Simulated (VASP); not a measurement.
## Dielectric function of MoS2

What does the band structure of MoS2 give for its optical response? The cell has space group R3m. The start is a cell from a database of measured crystal structures.

Method: PBE, no spin polarisation; plane waves and PAW (Mo_sv, S), in the first sound run; inputs show where later runs differ, in VASP 6.6.1.

### 1. Set-up

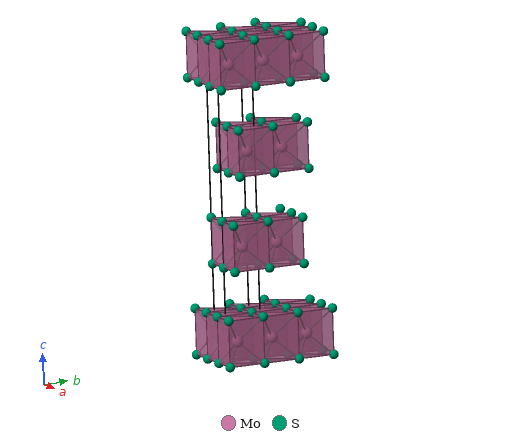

The cell as given, slightly off an axis (molybdenum pink, sulfur teal). 2×2×1 cells are drawn. This picture shows the conventional cell, with its axes. Bonds to atoms that aren't drawn are left out. Some periodic images of atoms are drawn too.

### 2. Ground state

The ground state comes first.

INCAR reads:

```
SYSTEM = MoS2
PREC = Accurate
ENCUT = 400
EDIFF = 1E-07
NELM = 100
ISMEAR = 0
SIGMA = 0.05
LREAL = .FALSE.
ALGO = Normal
GGA = PE
NBANDS = 19
LORBIT = 11
LWAVE = .FALSE.
LCHARG = .FALSE.
KPAR = 4
```

POSCAR reads:

```
MoS2
1.0
    1.5800000000      0.9122134253      6.1500000000
   -1.5800000000      0.9122134253      6.1500000000
    0.0000000000     -1.8244268506      6.1500000000
Mo S
1 2
Direct
    0.0000000000      0.0000000000      0.0000000000
    0.4170000000      0.4170000000      0.4170000000
    0.2500000000      0.2500000000      0.2500000000
```

KPOINTS reads:

```
Automatic mesh
0
Gamma
8 8 8
0 0 0
```

Potentials, in the order of the species: Mo_sv and S (PBE family, release 64).

On the command line:

```
$ mpirun -np 4 vasp_std
```

What it wrote:

```text
[banner, memory and clock lines left out]
running    4 mpi-ranks, on    1 nodes
 distrk:  each k-point on    1 cores,    4 groups
 distr:  one band on    1 cores,    1 groups

 POSCAR found type information on POSCAR MoS
 POSCAR found :  2 types and       3 ions
 LDA part: xc-table for (Slater+PW92), standard interpolation
 POSCAR, INCAR and KPOINTS ok, starting setup
 FFT: planning ... GRIDC
 FFT: planning ... GRID_SOFT
 FFT: planning ... GRID
 WAVECAR not read
 entering main loop
       N       E                     dE             d eps       ncg     rms          rms(c)
DAV:   1     0.152421439253E+03    0.15242E+03   -0.11803E+04  2534   0.106E+03
DAV:   2    -0.175652587352E+02   -0.16999E+03   -0.16597E+03  3126   0.293E+02
DAV:   3    -0.231665626839E+02   -0.56013E+01   -0.55610E+01  3047   0.505E+01
DAV:   4    -0.232257434356E+02   -0.59181E-01   -0.59158E-01  3118   0.552E+00
DAV:   5    -0.232265697072E+02   -0.82627E-03   -0.82624E-03  3030   0.622E-01    0.252E+01
DAV:   6    -0.221358431740E+02    0.10907E+01   -0.10546E+01  2612   0.204E+01    0.916E+00
DAV:   7    -0.218785382637E+02    0.25730E+00   -0.37408E+00  2542   0.116E+01    0.602E+00
DAV:   8    -0.217797524436E+02    0.98786E-01   -0.51144E-01  2800   0.459E+00    0.179E+00
DAV:   9    -0.217811395658E+02   -0.13871E-02   -0.22804E-02  3020   0.949E-01    0.608E-01
DAV:  10    -0.217799745697E+02    0.11650E-02   -0.94537E-03  2796   0.666E-01    0.119E-01
DAV:  11    -0.217799893620E+02   -0.14792E-04   -0.45605E-04  2803   0.155E-01    0.456E-02
DAV:  12    -0.217799802095E+02    0.91525E-05   -0.10187E-04  2883   0.668E-02    0.265E-02
   1 F= -.21780000E+02 E0= -.21780000E+02  d E =-.215426E-19
```

Run time: 30 s. Hardware: 4 MPI ranks of Intel Xeon 6975P-C (Granite Rapids), shared host; peak memory 1.1 GiB; 2 min of CPU time.

The logs omit lines about the potential files and the build; timing stands in the text.

Parts of OUTCAR (step 2):

```text
ion  position               nearest neighbor table
   1  0.000  0.000  0.000-   3 2.39   3 2.39   3 2.39   2 2.39   2 2.39   2 2.39
   2  0.417  0.417  0.417-   1 2.39   1 2.39   1 2.39
   3  0.250  0.250  0.250-   1 2.39   1 2.39   1 2.39

  LATTYP: Found a trigonal (rhomboedric) cell.
 ALAT       =     6.4149071181
 COS(alpha) =     0.8786713335

 Subroutine GETGRP returns: Found  6 space group operations
 (whereof  6 operations were pure point group operations)

The static configuration has the point symmetry C_3v.

 Found     65 irreducible k-points:

   k-points           NKPTS =     65   k-points in BZ     NKDIM =     65   number of bands    NBANDS=     19

   dimension x,y,z NGX =    42 NGY =   42 NGZ =   42
   dimension x,y,z NGXF=    84 NGYF=   84 NGZF=   84

   ENCUT  =  400.0 eV  29.40 Ry    5.42 a.u.  10.46 10.46 10.46*2*pi/ulx,y,z

   NELECT =      26.0000    total number of electrons

 k-points in reciprocal lattice and weights: Automatic mesh
   0.00000000  0.00000000  0.00000000       0.002
   0.12500000 -0.00000000  0.00000000       0.012
   0.25000000 -0.00000000  0.00000000       0.012
   0.37500000 -0.00000000  0.00000000       0.012
   0.50000000 -0.00000000  0.00000000       0.006
   0.12500000  0.12500000  0.00000000       0.012
   0.25000000  0.12500000  0.00000000       0.023
   0.37500000  0.12500000 -0.00000000       0.023
   0.50000000  0.12500000  0.00000000       0.023
[...]
-0.37500000  0.50000000  0.37500000       0.012
   0.50000000  0.50000000  0.50000000       0.002

 average (electrostatic) potential at core
       1 -74.6320       2 -84.3936       3 -84.3906

 E-fermi :   7.9585

 k-point     1 :       0.0000    0.0000    0.0000
  band No.  band energies     occupation
    ...
      9       4.1846      2.00000
     10       5.3169      2.00000
     11       5.3169      2.00000
     12       6.3874      2.00000
     13       6.4894      2.00000
     14       9.6814      0.00000
     15       9.6814      0.00000
     16      10.1014      0.00000
     17      10.1014      0.00000
     18      13.1629      0.00000
    ...

 k-point     2 :       0.1250   -0.0000    0.0000
  band No.  band energies     occupation
    ...
      9       4.4336      2.00000
     10       4.5854      2.00000
     11       4.9630      2.00000
     12       6.3792      2.00000
     13       6.6371      2.00000
     14       9.4268      0.00000
     15       9.6423      0.00000
     16       9.8479      0.00000
     17      10.0725      0.00000
     18      14.1758      0.00000
    ...

 k-point     3 :       0.2500   -0.0000    0.0000
  band No.  band energies     occupation
    ...
      9       3.4712      2.00000
     10       4.2976      2.00000
     11       5.0661      2.00000
     12       5.9804      2.00000
     13       6.1271      2.00000
     14       8.8991      0.00000
     15       9.4298      0.00000
     16      10.2555      0.00000
     17      10.6983      0.00000
     18      15.0601      0.00000
    ...

  Total        1.3757213      1.3757213      2.1514534      0.0000000      0.0000000      0.0000000
  in kB       41.4439483     41.4439483     64.8130728      0.0000000      0.0000000      0.0000000
  external PRESSURE =      49.2336565 kB  Pullay stress =       0.0000000 kB

  energy-cutoff  :      400.00
  volume of cell :       53.18
      direct lattice vectors                 reciprocal lattice vectors
     1.580000000  0.912213425  6.150000000     0.316455696  0.182705781  0.054200542
    -1.580000000  0.912213425  6.150000000    -0.316455696  0.182705781  0.054200542
     0.000000000 -1.824426851  6.150000000     0.000000000 -0.365411563  0.054200542

 POSITION                                       TOTAL-FORCE (eV/Angst)
 -----------------------------------------------------------------------------------
      0.00000      0.00000      0.00000         0.000000      0.000000      0.086393
      0.00000      0.00000      7.69365         0.000000     -0.000000      0.422619
      0.00000      0.00000      4.61250         0.000000     -0.000000     -0.509012
 -----------------------------------------------------------------------------------
    total drift:                                0.000000     -0.000000      0.000083

  FREE ENERGIE OF THE ION-ELECTRON SYSTEM (eV)
  ---------------------------------------------------
  free  energy   TOTEN  =       -21.7800004515 eV

  energy  without entropy=      -21.7800004515  energy(sigma->0) =      -21.78000045

 total charge
# of ion       s       p       d       tot
------------------------------------------
    1        2.297   6.231   3.983  12.511
    2        1.365   2.349   0.000   3.714
    3        1.365   2.352   0.000   3.717
--------------------------------------------------
tot          5.027  10.932   3.983  19.942

[... 3 further parts left out ...]
```

The gap is read on the k-mesh alone, so it is an upper bound where the band edges lie off the mesh. LASPH is off, so gradient terms of the non-spherical density inside the spheres are left out; for open d or f shells this can shift gaps and moments.

Numbers from this step:

* free energy (TOTEN): -21.78 eV
* Fermi energy: 7.958 eV
* pressure: 4.923 GPa
* gap on the k-mesh: 1.034 eV
* least direct gap on the k-mesh: 2.027 eV

The cell has a gap of 1.03 eV on this mesh and a pressure of +4.9 GPa, which holds the misfit of the given cell and coordinates with this functional, and any error of cutoff, mesh and data sets. Spin-orbit coupling is left out, which can shift or reorder these edges. Forces of up to 0.51 eV/Å remain in these settings.

### 3. Spectrum

LOPTICS sums the direct transitions; the mesh is finer and NBANDS larger than for the ground state.

INCAR: that of step 2 with these lines changed.

```diff
@@ -10,4 +10,3 @@
 GGA = PE
-NBANDS = 19
-LORBIT = 11
+NBANDS = 40
 LWAVE = .FALSE.
@@ -15 +14,4 @@
 KPAR = 4
+LOPTICS = .TRUE.
+NEDOS = 2000
+CSHIFT = 0.15
```

POSCAR is that of step 2.

KPOINTS reads:

```
Automatic mesh
0
Gamma
12 12 12
0 0 0
```

On the command line:

```
$ mpirun -np 4 vasp_std
```

What it wrote:

```text
[... set-up lines as in an earlier step ...]
 entering main loop
       N       E                     dE             d eps       ncg     rms          rms(c)
DAV:   1     0.164121815286E+03    0.16412E+03   -0.10115E+04 15224   0.505E+02
DAV:   2    -0.181499025047E+02   -0.18227E+03   -0.17442E+03 17992   0.180E+02
DAV:   3    -0.231998165905E+02   -0.50499E+01   -0.50091E+01 18496   0.289E+01
DAV:   4    -0.232263350892E+02   -0.26518E-01   -0.26516E-01 17456   0.229E+00
DAV:   5    -0.232265431583E+02   -0.20807E-03   -0.20807E-03 18504   0.198E-01    0.252E+01
DAV:   6    -0.221449929172E+02    0.10816E+01   -0.63699E+00 17240   0.969E+00    0.922E+00
DAV:   7    -0.218930058186E+02    0.25199E+00   -0.26524E+00 16056   0.532E+00    0.655E+00
DAV:   8    -0.217825838669E+02    0.11042E+00   -0.45151E-01 17176   0.241E+00    0.125E+00
DAV:   9    -0.217800051549E+02    0.25787E-02   -0.21934E-02 17576   0.549E-01    0.302E-01
DAV:  10    -0.217800883264E+02   -0.83172E-04   -0.41191E-04 17800   0.923E-02    0.162E-01
DAV:  11    -0.217801729745E+02   -0.84648E-04   -0.19146E-04 17864   0.484E-02    0.519E-02
DAV:  12    -0.217801905142E+02   -0.17540E-04   -0.27397E-05 17656   0.189E-02    0.171E-02
DAV:  13    -0.217801946630E+02   -0.41488E-05   -0.39716E-06 17984   0.777E-03    0.928E-03
DAV:  14    -0.217801949663E+02   -0.30332E-06   -0.34502E-07 18112   0.201E-03    0.287E-03
DAV:  15    -0.217801949918E+02   -0.25407E-07   -0.27240E-08 15024   0.681E-04
   1 F= -.21780195E+02 E0= -.21780195E+02  d E =-.176771E-13
 optical routines
 imaginary and real dielectric function
 recalculating local potential from charge density
 direction            1
 direction            2
 direction            3
```

Wall time 2.3 min (4 MPI ranks); peak memory 2.4 GiB.

From OUTCAR (step 3):

```text
The static configuration has the point symmetry C_3v.

 Found    189 irreducible k-points:

   k-points           NKPTS =    189   k-points in BZ     NKDIM =    189   number of bands    NBANDS=     40

   NELECT =      26.0000    total number of electrons

 E-fermi :   7.8879

 k-point     1 :       0.0000    0.0000    0.0000
  band No.  band energies     occupation
    ...
      9       4.1847      2.00000
     10       5.3170      2.00000
     11       5.3170      2.00000
     12       6.3874      2.00000
     13       6.4895      2.00000
     14       9.6814      0.00000
     15       9.6814      0.00000
     16      10.1014      0.00000
     17      10.1014      0.00000
     18      13.1630      0.00000
    ...

 k-point     2 :       0.0833    0.0000    0.0000
  band No.  band energies     occupation
    ...
      9       4.2977      2.00000
     10       4.9295      2.00000
     11       5.1467      2.00000
     12       6.4012      2.00000
     13       6.6248      2.00000
     14       9.6089      0.00000
     15       9.7573      0.00000
     16       9.8552      0.00000
     17       9.9962      0.00000
     18      13.6627      0.00000
    ...

  Total        1.3764328      1.3764328      2.1531281      0.0000000      0.0000000      0.0000000
  in kB       41.4653837     41.4653837     64.8635237      0.0000000      0.0000000      0.0000000
  external PRESSURE =      49.2647637 kB  Pullay stress =       0.0000000 kB

 POSITION                                       TOTAL-FORCE (eV/Angst)
 -----------------------------------------------------------------------------------
      0.00000      0.00000      0.00000         0.000000      0.000000      0.086265
      0.00000      0.00000      7.69365         0.000000     -0.000000      0.422208
      0.00000      0.00000      4.61250         0.000000      0.000000     -0.508472
 -----------------------------------------------------------------------------------
    total drift:                               -0.000000     -0.000000      0.000072

  FREE ENERGIE OF THE ION-ELECTRON SYSTEM (eV)
  ---------------------------------------------------
  free  energy   TOTEN  =       -21.7801949918 eV

  energy  without entropy=      -21.7801949918  energy(sigma->0) =      -21.78019499

 plasma frequency squared (from intraband transitions) (eV^2)
  --------------------------------------------------------------------------------------
       0.000       0.000       0.000
       0.000       0.000       0.000
       0.000       0.000       0.000

[... 6 parts as in an earlier step ...]

[... 6 further parts left out ...]
```

These are independent-particle spectra without excitons or local fields, and fine structure depends on the mesh and on CSHIFT.

Numbers from this step:

* Fermi energy: 7.888 eV
* pressure: 4.926 GPa
* gap on the k-mesh: 0.9355 eV
* least direct gap on the k-mesh: 1.714 eV

Absorption under the direct gap is the tail of the CSHIFT broadening, and fine structure depends on the mesh. The imaginary dielectric function by photon energy; read off at these points:

```tsv
photon energy (eV)	xx	zz
0.0	0	0
1.0	0.637	0.126
2.0	7.04	0.626
3.0	25.1	4.34
4.0	14.0	6.25
5.0	12.3	16.0
5.2	11.1	17.6
6.0	8.25	14.1
7.0	5.46	5.92
8.0	3.43	5.80
9.0	2.72	7.08
10.0	5.10	7.75
11.0	4.89	4.33
12.0	4.05	4.40
13.0	2.96	2.70
14.0	2.35	2.45
15.0	1.87	1.41
16.0	1.29	1.07
17.0	0.964	0.809
18.0	0.668	0.554
19.0	0.472	0.408
20.0	0.365	0.359
21.0	0.279	0.278
22.0	0.236	0.240
23.0	0.230	0.181
24.0	0.173	0.165
```

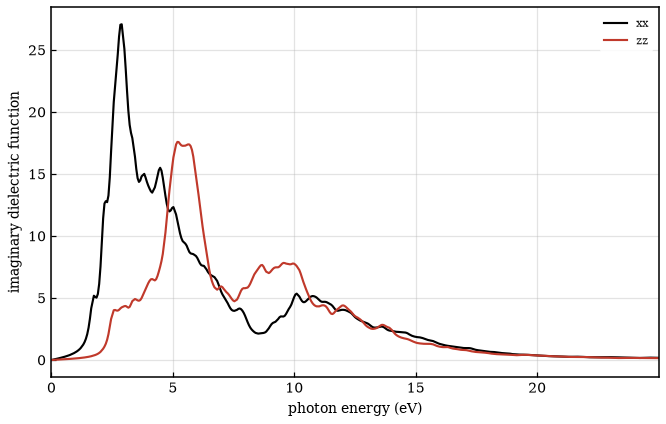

Imaginary dielectric function against photon energy.

Table of real dielectric function by photon energy:

```tsv
photon energy (eV)	xx	zz
0	16.0	9.55
2	24.9	11.7
4	2.74	12.3
6	-2.10	-2.64
8	-1.97	2.08
10	1.50	-1.54
12	-1.19	-1.84
14	-1.47	-2.36
16	-1.41	-1.46
18	-0.864	-0.897
20	-0.412	-0.407
22	-0.0775	-0.103
24	0.141	0.138
```

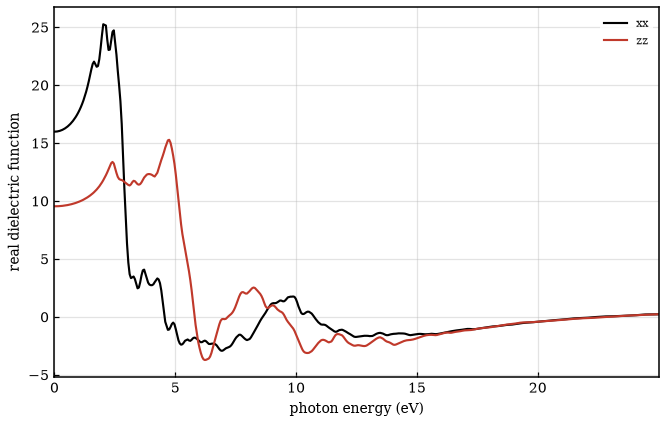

Real dielectric function against photon energy.

(Continued in part 2 of 3.)

[Lines on the potential files, build, host, timing and source positions are cut from VASP's logs without a mark.]

[Logs are printed without paths, hosts, clocks, repeated set-up lines and the standing remarks that a program may print on its own settings, such as how far it seeks lower states.]

[Hosts, paths, dates, database ids (printed as entryN), source tags and the programs' standing remarks are cut or masked in the printed files.]
